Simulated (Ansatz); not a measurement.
# AlGeH4F (SMILES [F][AlH][GeH3]) at HF/STO-3G

Aim: the vertical electron affinity of AlGeH4F at HF/STO-3G, from 2 runs. 

Program for the calculation: Ansatz 0.2.0.

47 further runs of the same task are left out: 47 set aside as unsound or not needed.

## 1. The structure to begin with

AlGeH4F: 7 atoms, total charge 0, spin state singlet. As SMILES, `[F][AlH][GeH3]`. The coordinates come from a PBE0-D4/def2-TZVP relaxation.

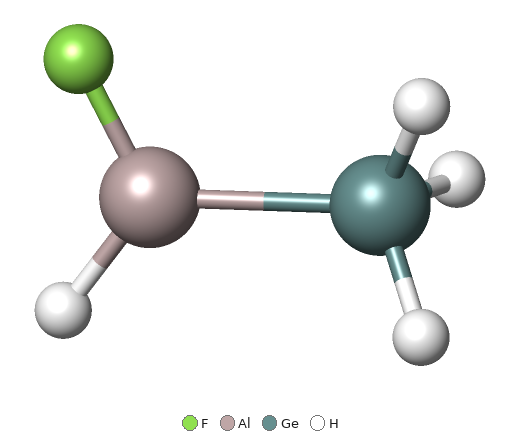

Viewed from a chosen angle; fluorine green, aluminium light grey, germanium teal, hydrogen white.

## 2. A single-point energy at HF/STO-3G

The input, input.yaml:

```yaml
basis:
  gaussian:
    orbitals: STO-3G
crystal:
  periodic: [false, false, false]
  atoms:
    - symbol: F
      position_ang: [-2.002000, -1.487800, 0.716500]
    - symbol: Al
      position_ang: [-0.491500, -1.327100, 0.066600]
    - symbol: Ge
      position_ang: [0.428200, 0.960300, -0.065100]
    - symbol: H
      position_ang: [0.204000, -2.659900, -0.422600]
    - symbol: H
      position_ang: [0.095700, 1.599200, -1.428000]
    - symbol: H
      position_ang: [-0.136400, 1.887000, 1.024800]
    - symbol: H
      position_ang: [1.963300, 0.960200, 0.062300]
hamiltonian:
  xc: hf
accuracy: high
output: {orbitals: {seedname: orbitals}}
```

The run is started by

```console
ansatz run input.yaml --threads 1 --pin off --max-ram 3480MiB --events-out events.jsonl --progress --plain --runs-dir runs
```

Log:

```text
Warning: RAYON_NUM_THREADS=1 ignored (pool sized by the plan → 1); use --threads N
Functional definition: HF
  name "HF"
  exchange = exact_x
  correlation = 0
590 factors; integrals over basis functions are off by at most 2.7e-8 eV
mean field evaluation 1: about -65065.3144 eV, gradient 2.1e1 eV
mean field evaluation 2: about -65065.3289 eV, gradient 2.1e1 eV
mean field evaluation 4: about -65067.5534 eV, gradient 1.4e0 eV
mean field evaluation 8: about -65067.5657 eV, gradient 2.5e-2 eV
mean field -65067.56570266 eV, -2391.1889351926 hartree, gradient 4.3e-8 eV, S^2 0.000000; 0 other end points of the search recorded, 0 dependent functions left out
reference -65067.56570266 eV, -2391.1889351926 hartree; 29, 29 occupied and 7, 7 virtual orbitals, 590 factors
Total energy: -65067.56570266 eV, -2391.1889351926 hartree
```

Run time: 0.36 s. Hardware: 1 thread of Arm Neoverse V1, shared host.

## 3. The doublet anion at the same level

The input, input.yaml:

```yaml
crystal:
  periodic: [false, false, false]
  atoms:
    - {symbol: F, position_ang: [-2.002000, -1.487800, 0.716500]}
    - {symbol: Al, position_ang: [-0.491500, -1.327100, 0.066600]}
    - {symbol: Ge, position_ang: [0.428200, 0.960300, -0.065100]}
    - {symbol: H, position_ang: [0.204000, -2.659900, -0.422600]}
    - {symbol: H, position_ang: [0.095700, 1.599200, -1.428000]}
    - {symbol: H, position_ang: [-0.136400, 1.887000, 1.024800]}
    - {symbol: H, position_ang: [1.963300, 0.960200, 0.062300]}
basis:
  gaussian: {orbitals: STO-3G}
magnetization: {spin_polarized: true, initial_magnetization: 1}
output: {orbitals: {seedname: orbitals}}
accuracy: high
total_charge: -1
hamiltonian: {xc: hf}
```

The run is started by

```console
ansatz run input.yaml --threads 1 --pin off --max-ram 3480MiB --events-out events.jsonl --progress --plain --runs-dir runs
```

Log:

```text
Warning: RAYON_NUM_THREADS=1 ignored (pool sized by the plan → 1); use --threads N
[... 4 set-up lines as earlier in the session ...]
591 factors; integrals over basis functions are off by at most 2.7e-8 eV
mean field evaluation 1: about -65056.7220 eV, gradient 9.8e0 eV
mean field evaluation 2: about -65056.7982 eV, gradient 9.8e0 eV
mean field evaluation 4: about -65057.9845 eV, gradient 1.0e0 eV
mean field evaluation 8: about -65058.0112 eV, gradient 1.8e-1 eV
mean field evaluation 16: about -65059.8858 eV, gradient 1.6e-5 eV
mean field -65059.88583852 eV, -2390.9067053913 hartree, gradient 2.1e-8 eV, S^2 0.768791; 0 other end points of the search recorded, 0 dependent functions left out
reference -65059.88583852 eV, -2390.9067053913 hartree; 30, 29 occupied and 6, 7 virtual orbitals, 591 factors
Total energy: -65059.88583852 eV, -2390.9067053913 hartree
```

It took 0.62 s on 1 thread of Arm Neoverse V1, shared host; peak memory 0.097 GiB.

## 4. Outcome

At HF/STO-3G:

| quantity | value |
| --- | --- |
| singlet AlGeH4F: total energy | -2391.18894 Eh |
| singlet AlGeH4F: HOMO energy | -7.53 eV |
| singlet AlGeH4F: LUMO energy | 8.43 eV |
| singlet AlGeH4F: HOMO–LUMO gap | 15.96 eV |
| doublet anion: total energy | -2390.90671 Eh |
| doublet anion: HOMO energy (highest over α and β) | 6.96 eV |
| doublet anion: LUMO energy (lowest over α and β) | 17.19 eV |
| doublet anion: ⟨S²⟩ | 0.769 |
| vertical electron affinity (to the doublet anion) | -7.680 eV |

What this shows: The anion lies 7.68 eV (177 kcal/mol) above the neutral: the electron isn't bound at this level, and such a value depends on the basis. Without diffuse functions anions come out too high. Hartree–Fock misses the correlation that binds many anions. In a minimal basis such a difference can be off by several eV, whatever the method. The HOMO (doublet anion) lies at positive energy, 6.96 eV: the electron is unbound at this level or held by a compact basis; values depend on the basis.
